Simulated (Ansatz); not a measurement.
# Phonon calculation, with input and output: Al₂HBrClF

System: Al₂HBrClF.
Method: RKS PBE/def2-SVP (Ansatz 0.2.0).

It belongs to a series of runs on one base structure; here: vibrations at the highest image of the band. Figures and captions count atoms from 1; the log counts them from 0 in places.

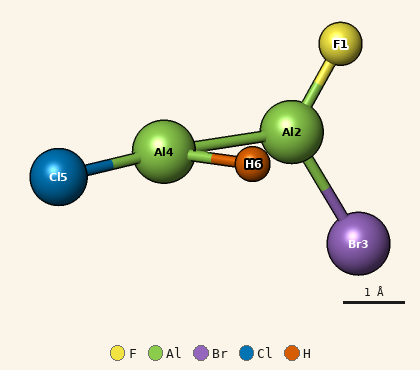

Figure 1. The structure as given in the input (ball-and-stick view, seen at a tilt; atoms are numbered from 1 in the order of the input). Sticks mark near contacts.

**Input**
```yaml
crystal:
  periodic: [false, false, false]
  atoms:
    - { symbol: F, position_ang: [-0.388306, -1.031372, 2.216334] }
    - { symbol: Al, position_ang: [0.486884, -0.597011, 0.850428] }
    - { symbol: Br, position_ang: [1.97221, -2.043354, -0.061155] }
    - { symbol: Al, position_ang: [-0.202359, 1.241975, -0.497967] }
    - { symbol: Cl, position_ang: [-0.899891, 2.693887, -1.847222] }
    - { symbol: H, position_ang: [-0.926438, -0.328125, -0.706616] }
basis:
  gaussian: { orbitals: def2-SVP }
hamiltonian:
  xc: pbe
phonons: {}
```

Launch command:
```bash
ansatz run input.yaml --threads 2 --pin off --max-ram 3072MiB --backend cpu --events-out ev --progress --plain --runs-dir out
```

**What the program printed**
```
Engine: ansatz 0.2.0, aarch64-unknown-linux-gnu
Functional definition: PBE
  parameter kappa = 0.804
  parameter beta = 0.06672455060314922
  exchange = pbe_x(kappa = kappa, mu = beta*pi^2/3)
  correlation = pbe_c(beta = beta)
1132 factors; their error is unknown
mean field evaluation 1: about -98453.2259 eV, gradient 3.9e1 eV
mean field evaluation 2: about -98424.0644 eV, gradient 1.3e2 eV
mean field evaluation 4: about -98456.1211 eV, gradient 7.2e0 eV
mean field evaluation 8: about -98456.2548 eV, gradient 1.6e-1 eV
mean field evaluation 16: about -98456.1512 eV, gradient 1.7e-4 eV
mean field -98456.15118671 eV, -3618.1968201355 hartree, gradient 3.6e-5 eV, S^2 0.000000; 0 other end points of the search recorded, 0 dependent functions left out
the calculation of the forces begins
reference -98456.15122639 eV, -3618.1968215936 hartree; 44, 44 occupied and 61, 61 virtual orbitals, 1132 factors
these checks for a lower state are left out or cut short: stability, starts, cluster_reference, orbital_swaps, neighbouring_geometries, increment
1132 factors; their error is unknown
mean field -98456.15113673 eV, -3618.1968182986 hartree, gradient 1.3e-6 eV, S^2 0.000000; 0 other end points of the search recorded, 0 dependent functions left out
[... from here on the field's lines of each further geometry are left out, up to the last ...]
the calculation of the forces begins
reference -98456.15122345 eV, -3618.1968214855 hartree; 44, 44 occupied and 61, 61 virtual orbitals, 1132 factors
these checks for a lower state are left out or cut short: stability, starts, cluster_reference, orbital_swaps, neighbouring_geometries, increment
1132 factors; their error is unknown
mean field -98456.15118118 eV, -3618.1968199322 hartree, gradient 1.0e-6 eV, S^2 0.000000; 0 other end points of the search recorded, 0 dependent functions left out
the calculation of the forces begins
reference -98456.15122086 eV, -3618.1968213903 hartree; 44, 44 occupied and 61, 61 virtual orbitals, 1132 factors
WARN: phonons: modes at or below zero, which the zero-point energy, F, S and C_V leave out: 1, the lowest at -247.26 cm⁻¹. A minimum has none, and a first-order saddle one
Total energy: -98456.15122639 eV, -3618.1968215936 hartree
Atom 0 at    -0.388306    -1.031372     2.216334 Å, force    -0.009705    -0.004234     0.014374 eV/Å
Atom 1 at     0.486884    -0.597011     0.850428 Å, force     0.008797     0.003971    -0.018886 eV/Å
Atom 2 at     1.972210    -2.043354    -0.061155 Å, force    -0.000975     0.001037     0.001266 eV/Å
Atom 3 at    -0.202359     1.241975    -0.497967 Å, force     0.003894     0.004031     0.002682 eV/Å
Atom 4 at    -0.899891     2.693887    -1.847222 Å, force    -0.001003    -0.001608     0.000047 eV/Å
Atom 5 at    -0.926438    -0.328125    -0.706616 Å, force    -0.001007    -0.003197     0.000517 eV/Å
Dipole moment:     0.037600     0.383891    -0.142481 e Å
Vibrations: -247.26 36.92 127.15 146.82 157.30 268.16 394.25 433.09 512.94 646.53 842.75 1449.25 cm⁻¹, zero-point energy 0.310900 eV
```

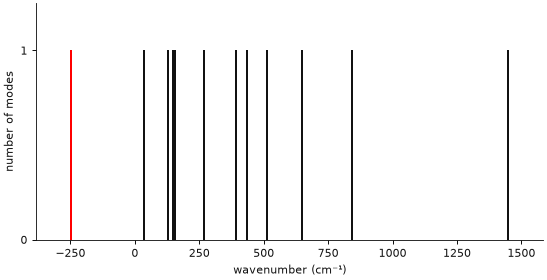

Figure 2. Harmonic vibrational wavenumbers from the force constants; neighbouring modes closer than 8 cm⁻¹ are counted in one stick, and imaginary ones are drawn at negative wavenumbers. 12 modes from 247i to 1449 cm⁻¹, 1 imaginary beyond 8i (247i cm⁻¹): a first-order saddle point, if the geometry is stationary.

**Key numbers**

| quantity | value |
| --- | --- |
| outcome | converged |
| total energy | −98456.1512 eV |
| mean-field energy | −98456.1512 eV |
| largest force (length of the vector) | 0.021 eV/Å |
| hardware | 2 threads of Arm Neoverse V1, 24 GiB of memory available, shared host |
| wall time | 41 s (CPU time 80 s) |
| peak memory | 0.15 GiB |
